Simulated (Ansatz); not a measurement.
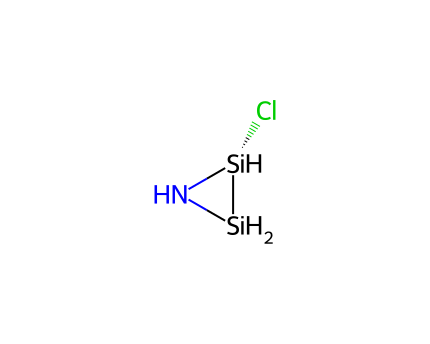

Source: calculation with Ansatz.

Q: Give its SMILES.

A: Cl[Si@H]1N[SiH2]1

Q: Give the formula, hydrogens included.

A: ClH4NSi2.

Q: An optimisation with PBE-D4/def2-SVP gave a structure of which point group?

A: C1.
